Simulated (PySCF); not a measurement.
## C5H9ClFSi: EPR calculation

The run: EPR calculation of C5H9ClFSi, multiplicity 2. Method and program: UKS B3LYP, pcH-1 on C Cl F H Si, non-relativistic, mean-field spin-orbit, GIAO (PySCF 2.14.0).

It belongs to a series of runs on one base structure; here: H removed from sp3 C.

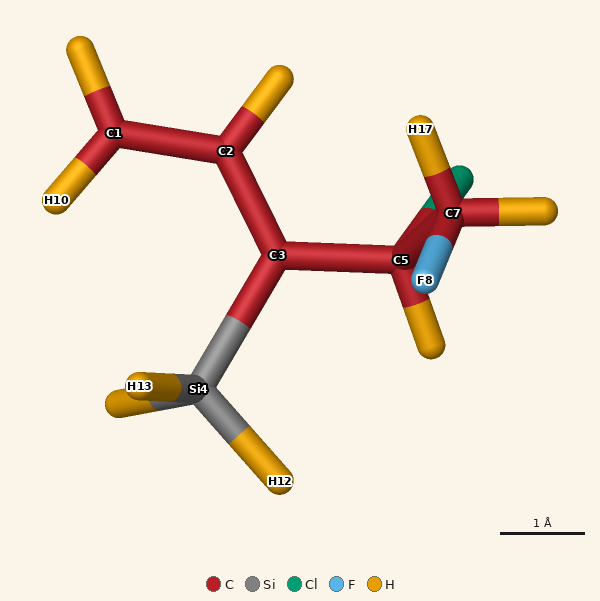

Fig. 1: The structure (stick view, seen at a tilt; atoms are numbered from 1 in the order of the input). Bond lengths as drawn: C–C 1.36 to 1.53 Å, C–Cl 1.81 Å, C–F 1.37 Å, C–H 1.08 to 1.09 Å, C–Si 1.88 Å and H–Si 1.46 to 1.47 Å.

## Input file
```
{"job": {"kind": "epr", "basis": "pcH-1"}, "charge": 0, "multiplicity": 2}
C     -1.764606     1.768267    -0.165844
C     -0.536128     1.238077    -0.398671
C     -0.209508    -0.115503    -0.286197
Si    -1.439409    -1.438956     0.230387
C      1.198652    -0.522250    -0.512361
Cl     1.870389     0.183523    -2.038956
C      2.126865    -0.055595     0.611757
F      1.796359    -0.707940     1.770957
H     -1.944230     2.823276    -0.270701
H     -2.594575     1.154268     0.135181
H      0.251415     1.915931    -0.713454
H     -0.757778    -2.732097     0.170538
H     -1.909588    -1.172728     1.591052
H     -2.573022    -1.439193    -0.699255
H      1.291345    -1.604364    -0.624189
H      3.170343    -0.299197     0.389532
H      2.016477     1.016511     0.800315
```

The first line tells a small driver script what to run in PySCF; the rest is the geometry in Å.

Command:
```bash
OMP_NUM_THREADS=1 python <driver script> task.json out
```

## Log
```
UKS, coarse grid
  cycle   1  E = -1045.38795662  |g| = 4.19e-01
  cycle   2  E = -1045.34002119  |g| = 5.76e-01
  cycle   3  E = -1045.44880854  |g| = 7.49e-02
  cycle   4  E = -1045.45047157  |g| = 3.96e-02
  cycle   5  E = -1045.45123312  |g| = 1.48e-02
  cycle   6  E = -1045.45136275  |g| = 6.28e-03
  cycle   7  E = -1045.45140061  |g| = 2.21e-03
  cycle   8  E = -1045.45140658  |g| = 1.24e-03
  cycle   9  E = -1045.45140846  |g| = 2.77e-04
UKS, final grid
  cycle   1  E = -1045.45134926  |g| = 3.21e-04
  cycle   2  E = -1045.45134924  |g| = 4.22e-04
  cycle   3  E = -1045.45134932  |g| = 4.82e-05
  cycle   4  E = -1045.45134933  |g| = 2.58e-05
E = -1045.45134933 Eh   <S^2> = 0.7743 (exact 0.7500)
g shifts (ppm)      1          2          3
  rmc          -146       -146       -146
  gc             14         15         24
  oz_so        -279        374       1234
  total        -411        243       1112
hyperfine (MHz)  atom isotope    a_iso     a_fc   dipolar eigenvalues
    0   13C      45.99      46.05    -44.20    -42.52     86.72
    1   13C     -44.33     -44.36    -27.65     11.01     16.64
    2   13C      60.32      60.37    -52.75    -51.89    104.63
    3  29Si      30.24      30.29     -1.74     -0.74      2.48
    4   13C     -19.06     -19.03     -2.22     -0.43      2.65
    5  35Cl      14.90      14.63     -9.28     -8.31     17.58
    6   13C      31.28      31.29     -3.72     -3.29      7.00
    7   19F      17.77      17.77     -4.16     -0.49      4.65
    8    1H     -36.27     -36.28    -21.46     -0.65     22.11
    9    1H     -34.22     -34.22    -18.07     -1.64     19.71
   10    1H      11.44      11.45     -4.86     -1.56      6.42
   11    1H      -1.35      -1.34     -2.31     -1.98      4.29
   12    1H      30.25      30.25     -2.14     -1.54      3.68
   13    1H      33.09      33.09     -2.22     -1.50      3.72
   14    1H       8.34       8.35     -4.19     -2.63      6.82
   15    1H       8.32       8.31     -2.29     -0.95      3.24
   16    1H      -2.49      -2.49     -3.05     -1.27      4.32
```

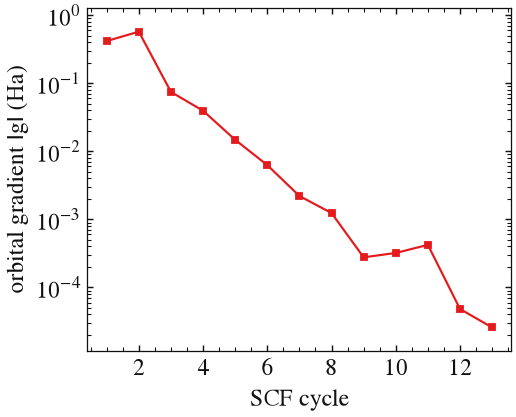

Fig. 2: Convergence of the self-consistent field: orbital gradient |g| against the SCF cycle. All cycles printed in the log are drawn one after another.

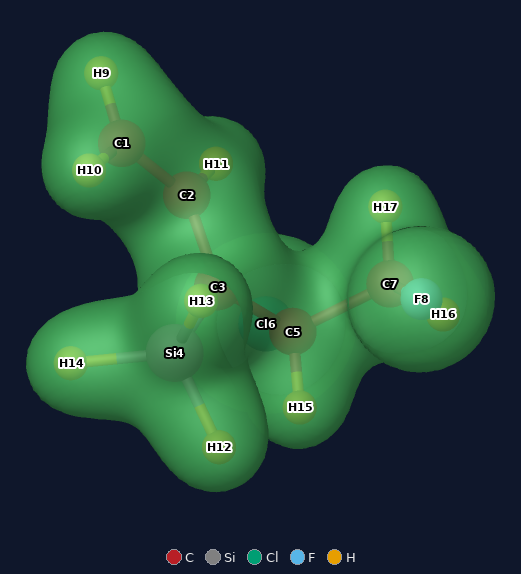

Fig. 3: Isosurface of the electron density at 0.2 e/Å³ (green), seen at a tilt. At this value the surface is in one piece. On the grid the lowest density along these lines, outside the cores, is 2.2 e/Å³ (C–C, 1.36 Å), 1.7 e/Å³ (C–F, 1.37 Å), 1.2 e/Å³ (C–Cl, 1.81 Å) and 0.79 e/Å³ (C–Si, 1.88 Å).

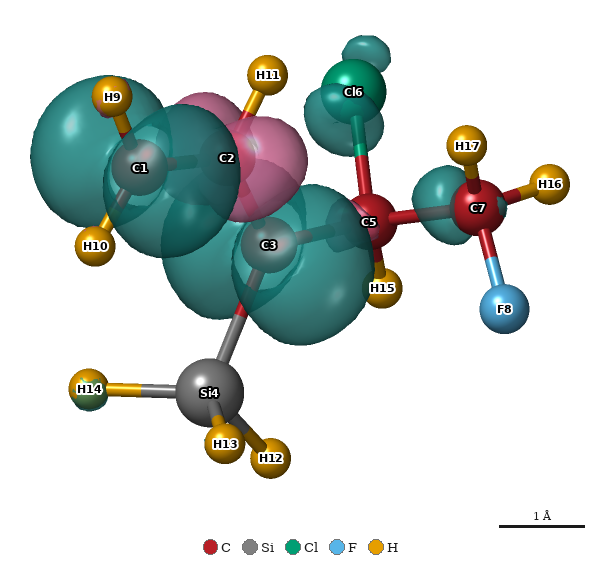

Fig. 4: Isosurfaces of the spin density at +0.02 (teal) and −0.02 e/Å³ (pink), seen at an oblique angle. The unpaired spin (1 electron) lies mostly on C3 (about 0.4) and C1 (about 0.4), in electrons by Hirshfeld's partition.

## Results in brief

- outcome: converged
- total energy: −1045.451349 hartree
- ⟨S²⟩: 0.774
- isotropic g: 2.0026
- hardware: 1 CPU thread, shared host
- wall time: 1.8 min
- peak memory: 1.1 GiB
